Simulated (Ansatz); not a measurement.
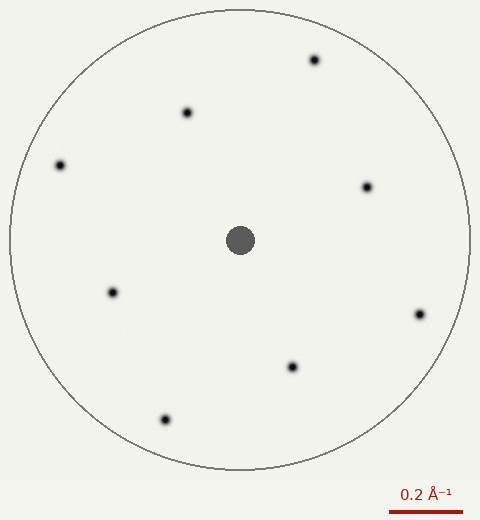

Simulated LEED pattern at 90 eV and normal incidence, from the upper face of a slab model. Spot positions follow from the surface net; brightness is a rough single-scattering estimate from the outer layers, good only for telling present from absent.

**Find the real-space surface cell from the pattern.**

The spots form a square reciprocal net with shortest vectors 0.378 and 0.378 Å⁻¹ at 90.0°. The primitive real-space mesh has edges 2.65 and 2.65 Å at 90.0° (or its supplement) and area 7.0 Å².

The slab has composition ZrGe (2 atoms a cell, 0.0 Å thick). Structure: the end point of a relaxation with Ansatz, DFT PBE, scalar-relativistic, plane waves, PAW; the starting structure was generated, so it need not be a known form of this composition.
